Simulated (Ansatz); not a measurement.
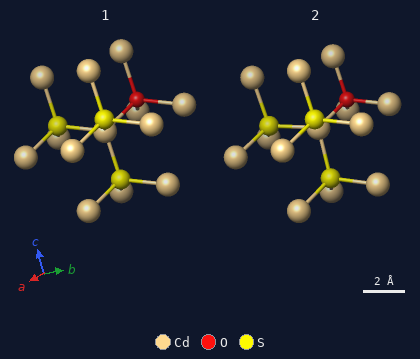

Two geometries of a defect cell of composition Cd27S26O, drawn at one scale. One is the start of a relaxation, the other its converged end. The picture is a ball-and-stick view of the atoms within 4.2 Å of the atom that moves most (axes of the cell of the calculation (origin shifted)), seen slightly off an axis.

Level of theory: Ansatz 0.2.0, DFT, PBE, plane-wave PAW, default files, scalar-relativistic. Settings: plane-wave cutoff 420 eV; k-point mesh 2 × 2 × 2; occupations fermi dirac; smearing width 0.01 eV; no spin polarisation; atoms relaxed in a fixed cell; force threshold 0.03 eV/Å; at most 40 steps.

### Which of the two is the end point?

Structure 2 is the relaxed one. The largest moves, 0.26 Å, are those of Cd atoms. Largest moves by element: Cd 0.26 Å, S 0.06 Å. O stays in place. The lattice vectors keep their values. Near-neighbour distances that change, for instance: Cd–O 2.526 → 2.263 Å, Cd–S 2.526 → 2.563 Å, Cd–S 2.526 → 2.531 Å. Bond angles that change, for instance: Cd–S–Cd 109.5° → 115.9°, S–Cd–S 109.5° → 103.9°, O–Cd–S 109.5° → 114.6°. After 3 geometry steps the energy has fallen by 0.823 eV per cell of the calculation. The largest force component goes from 0.75 to 0.0048 eV/Å.
